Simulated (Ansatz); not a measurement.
**C3H9As: a changed input and its effect**

System: C3H9As.
Method of run A: RKS BHLYP-D4/def2-TZVP (Ansatz 0.2.0).

The geometry comes from this level: B3LYP-D4/def2-SVP. Text and figures count atoms from 1; the logs count them from 0 in places.

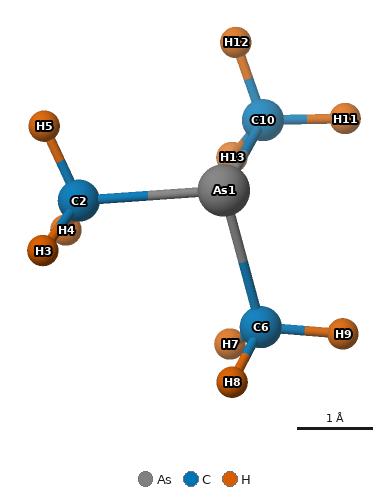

Figure 1. The structure as given in the input (ball-and-stick view, seen at a tilt; atoms are numbered from 1 in the order of the input).

**Input, run A**
```yaml
crystal:
  periodic: [false, false, false]
  atoms:
    - {symbol: As, position_ang: [0.003058, 0.002678, 1.048863]}
    - {symbol: C, position_ang: [1.713080, -0.007332, 0.042425]}
    - {symbol: H, position_ang: [2.301683, 0.882385, 0.313166]}
    - {symbol: H, position_ang: [1.540723, -0.009074, -1.045308]}
    - {symbol: H, position_ang: [2.293649, -0.901058, 0.317280]}
    - {symbol: C, position_ang: [-0.849892, 1.487261, 0.046096]}
    - {symbol: H, position_ang: [-0.769419, 1.337362, -1.041995]}
    - {symbol: H, position_ang: [-0.364344, 2.437268, 0.316432]}
    - {symbol: H, position_ang: [-1.912893, 1.552551, 0.323801]}
    - {symbol: C, position_ang: [-0.862774, -1.479567, 0.053712]}
    - {symbol: H, position_ang: [-1.926430, -1.533811, 0.331291]}
    - {symbol: H, position_ang: [-0.385890, -2.432428, 0.329371]}
    - {symbol: H, position_ang: [-0.780540, -1.336246, -1.035134]}
basis:
  gaussian: {orbitals: def2-TZVP, initial_orbitals: start.molden}
hamiltonian: {xc: {name: BHLYP}, dispersion: d4}
scf: {omitted_lower_state_checks: [starts]}
output: {orbitals: {seedname: orbitals}}
```

Command:
```bash
ansatz run in.yaml --threads 2 --pin off --events-out ev --progress --plain --max-ram 4352MiB
```

Hardware: 2 threads of Intel Xeon @ 2.90GHz, 163 GiB of memory available, shared host.

**Output (run A)**
```
Functional definition: BHLYP
  parameter a = 0.5
  exchange = (1 - a)*b88_x + a*exact_x
  correlation = lyp_c
these checks for a lower state are left out or cut short: starts
1517 factors; their error is unknown
mean field evaluation 1: about -64097.4470 eV, gradient 8.9e0 eV
mean field evaluation 2: about -64097.5302 eV, gradient 1.0e-1 eV
mean field evaluation 4: about -64098.0243 eV, gradient 4.3e-4 eV
mean field -64098.02434976 eV, -2355.5589476524 hartree, gradient 1.6e-5 eV, S^2 0.000000; 0 other end points of the search recorded, 0 dependent functions left out
reference -64098.02454406 eV, -2355.5589547926 hartree; 30, 30 occupied and 165, 165 virtual orbitals, 1517 factors
Total energy: -64098.33953364 eV, -2355.5705304464 hartree
Checks for a lower state left out: starts
```

The input of run B differs as follows (lines with − go, lines with + come):
```diff
+total_charge: 1
+magnetization: {spin_polarized: true, initial_magnetization: 1}
```

How does run B compare with run A?

The total energies belong to different systems, so their difference says nothing on which is more stable or more accurate. The HOMO goes from −7.50 to −15.01 eV. The LUMO goes from 1.74 to −9.64 eV. On the same kind of shared host run B took about 2.2 times as long.

**Output (run B)**
```
Functional definition: BHLYP
  parameter a = 0.5
  exchange = (1 - a)*b88_x + a*exact_x
  correlation = lyp_c
these checks for a lower state are left out or cut short: starts
1517 factors; their error is unknown
mean field evaluation 1: about -64088.8909 eV, gradient 6.3e0 eV
mean field evaluation 2: about -64088.9775 eV, gradient 1.2e-1 eV
mean field evaluation 4: about -64089.4695 eV, gradient 9.1e-4 eV
mean field -64089.46953683 eV, -2355.2445640758 hartree, gradient 2.5e-5 eV, S^2 0.753480; 0 other end points of the search recorded, 0 dependent functions left out
reference -64089.46971156 eV, -2355.2445704970 hartree; 30, 29 occupied and 165, 166 virtual orbitals, 1517 factors
Total energy: -64089.74427595 eV, -2355.2546605522 hartree
Checks for a lower state left out: starts
```

**The two runs side by side**

```tsv
quantity	run A	run B
outcome	converged	converged
total energy (hartree)	−2355.570530	−2355.254661
HOMO (eV)	−7.50	−15.01
LUMO (eV)	1.74	−9.64
basis functions	195	195
⟨S²⟩	–	0.753
wall time (shared host)	3.6 s	8 s
```
